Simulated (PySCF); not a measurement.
SMILES Br/C=C\c1ccccc1, singlet at its GFN2-xTB optimised geometry (Å):

```
16

Br     0.4579    -3.3673     0.0007
C     -1.2172    -2.4892     0.0003
C     -1.4789    -1.1838     0.0000
C     -0.6396     0.0038     0.0000
C     -1.2959     1.2407     0.0000
C     -0.5900     2.4261     0.0000
C      0.7956     2.4080     0.0000
C      1.4603     1.1938     0.0000
C      0.7564     0.0038     0.0000
H     -2.0196    -3.2105     0.0001
H     -2.5400    -0.9529    -0.0002
H     -2.3769     1.2652     0.0000
H     -1.1201     3.3673     0.0000
H      1.3516     3.3336     0.0000
H      2.5400     1.1697     0.0000
H      1.3096    -0.9187     0.0000
```

Calculation: PBE0/def2-TZVP (PySCF 2.14.0).

Map of the electrostatic potential (hartree/e), clipped to [-0.08, 0.12] on the plane z = 0.8 Å:

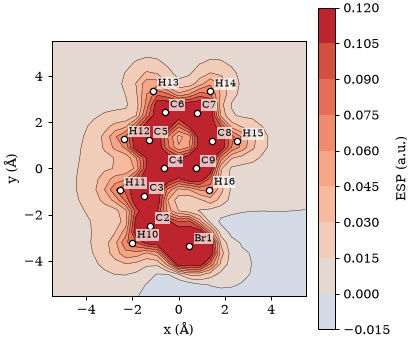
Figure. Electrostatic potential (hartree/e), clipped to [-0.08, 0.12] on the plane z = 0.8 Å.
